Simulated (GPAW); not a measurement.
**CH4AlNS (SMILES [NH2][AlH][CH]=S): LDA (PW92)/plane waves (scalar-relativistic datasets, plane-wave cutoff 450 eV)**

Aim: energy and one-electron properties of CH4AlNS. 

The results are computed with GPAW 26.7.0.

3 further runs of the same task are left out: 3 set aside as unsound or not needed. Runs told in other sessions of the task aren't counted.

### 1 Starting point

The species is CH4AlNS (8 atoms), meant as a singlet with charge 0. As SMILES, `[NH2][AlH][CH]=S`. The shape comes from GFN2-xTB, which is rough for such elements, and wasn't checked as a minimum. This is one conformer, not always the lowest.

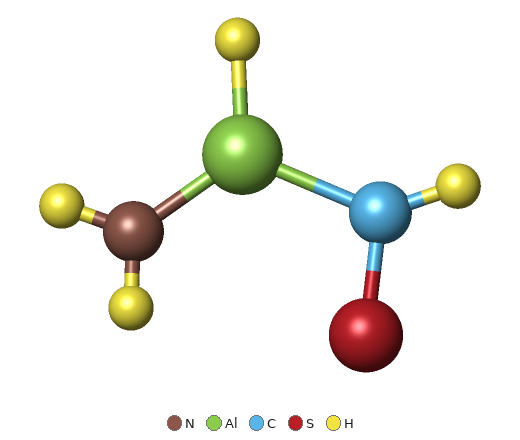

The structure, seen from a chosen angle (nitrogen brown, aluminium green, carbon blue, sulfur red, hydrogen yellow).

### 2 The charge distribution at LDA (PW92)/plane waves (scalar-relativistic datasets, plane-wave cutoff 450 eV)

Input file ch4alns.xyz:

```xyz
8

N     -0.835360     1.219550     0.596550
Al     0.609030     0.221200     0.357470
C      0.573530    -1.415910    -0.788560
S     -0.933990    -1.503310    -1.422760
H     -0.878840     2.044530     1.182770
H     -1.749930     1.080450     0.177760
H      1.956910     0.562470     0.994760
H      1.258660    -2.208990    -1.097990
```

Input file calc.py:

```python
import numpy as np
from ase.io import read
from ase.units import Debye
from gpaw import GPAW, PW

# Set up the molecule
molecule = read('ch4alns.xyz')
molecule.center(vacuum=4.5)

# Ground state
gpaw_calc = GPAW(mode=PW(450), xc='LDA', maxiter=100, txt='-')
molecule.calc = gpaw_calc

energy = molecule.get_potential_energy()
print(f'Energy = {energy:.5f} eV')
forces = molecule.get_forces()
print('Forces (eV/Ang)')
for symbol, f in zip(molecule.symbols, forces):
    print(f'{symbol:2} {f[0]:9.4f} {f[1]:9.4f} {f[2]:9.4f}')
dipole = molecule.get_dipole_moment() / Debye
print(f'Dipole                  {np.linalg.norm(dipole):.3f} D')
homo, lumo = gpaw_calc.get_homo_lumo()
print(f'HOMO: {homo:.3f} eV')
print(f'LUMO = {lumo:.3f} eV')
print(f'Gap: {lumo - homo:.3f} eV')
```

Started as:

```bash
$ OMP_NUM_THREADS=1 python calc.py
```

Output:

```text
[...]
  mode=PW(ecut=450.00000000000006),
[...]
Number of symmetries: 1
[...]
  Number of IBZ points: 1
[...]
Cutoff: 450.00000000000006 eV
Spin-components: 1 (collinear spins)
Bands:           18
[...]
  Valence electrons: 22.0
[...]
  Grid points: [63 70 60]
  Charge: 0.0  # |e|
[...]
    cutoffs:
[...]
occupation numbers:
  # Zero width
[...]
xc functional:
  name: None
[...]
|iter     |     time |      energy | eigst |  dens |
[...]
|iter:   1| 00:00:02 |  -44.431991 | +0.39 |       |
[...]
|iter:  11| 00:00:16 |  -38.919935c| -8.10c| -4.59c|
Converged in 11 steps
[...]
Energy contributions relative to reference atoms: (reference = -19941.198065)
Energy contributions:
  Kinetic:          37.156629
  Coulomb:         -37.988037
  Zero:             -0.051748
  External:          0.000000
  Xc:              -38.036779
  Entropy:           0.000000
  Spinorbit:         0.000000
  ----------------------------
  Free energy:     -38.919935
  Extrapolated:    -38.919935
dipole moment: (0.028050, 0.159648, 0.140785)  # |e|*Ang
Fermi level: -4.209
Eigenvalues  # (at kpt = [0.000, 0.000, 0.000])
| band index |      eig [eV] | occ [0-2] |
|------------|---------------|-----------|
|          0 |       -20.378 |     2.000 |
|        ... |               |           |
|          3 |       -11.441 |     2.000 |
|          4 |       -10.990 |     2.000 |
|          5 |        -9.712 |     2.000 |
|          6 |        -8.591 |     2.000 |
|          7 |        -7.930 |     2.000 |
|          8 |        -7.374 |     2.000 |
|          9 |        -6.135 |     2.000 |
|         10 |        -4.788 |     2.000 |
|         11 |        -3.630 |     0.000 |
|         12 |        -0.852 |     0.000 |
[...]
Gap: 1.158 eV
Transition (v -> c):
[...]
Forces (eV/Ang)
N     0.5639   -0.4583   -0.1473
Al   -0.4414   -0.7221   -0.6224
C    -1.1696    0.8261    0.1450
S     0.1561   -0.1175   -0.0262
H     0.1988    0.4565    0.3848
H    -0.3257   -0.3108   -0.3146
H     0.6635    0.4386    0.5099
H     0.4326   -0.1062    0.0940
Dipole                  1.031 D
HOMO: -4.788 eV
LUMO = -3.630 eV
Gap: 1.158 eV
```

Wall time 17 s (1 thread of Arm Neoverse V1, shared host); peak memory 0.54 GiB.

### 3 What came out

At LDA (PW92)/plane waves (scalar-relativistic datasets, plane-wave cutoff 450 eV):

| quantity | value |
| --- | --- |
| energy as printed (from the program's reference atoms) | -38.9199 eV |
| dipole moment | 1.03 D |
| HOMO energy (shifted to the vacuum level, unlike the log) | -5.11 eV |
| LUMO energy (shifted to the vacuum level, unlike the log) | -3.95 eV |
| HOMO–LUMO gap | 1.16 eV |
| largest force on an atom | 1.439 eV/Å |

**Reading.** The largest force is 1.44 eV/Å: the shape isn't a stationary point for this species at this level.
